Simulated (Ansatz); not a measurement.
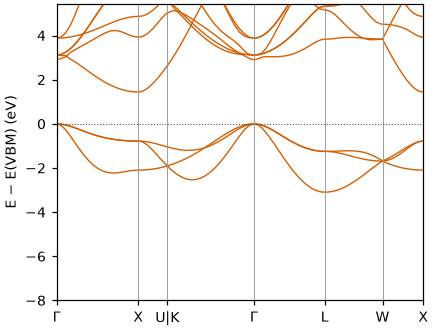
Figure. Band structure from the program Ansatz at the LDA level (PAW)

### Question
Read off the gap and where the band edges lie.

### Answer
About 1.4 eV (1.44 eV by a search for the band edges); maximum at Γ, minimum at X.

The material is SrTe (rock salt, Fm-3m).

The LDA relaxation kept the symmetry of its start. Scalar-relativistic: spin–orbit coupling is off unless named, which matters more the heavier the elements.

Potentials: the later of the program's two PAW sets.
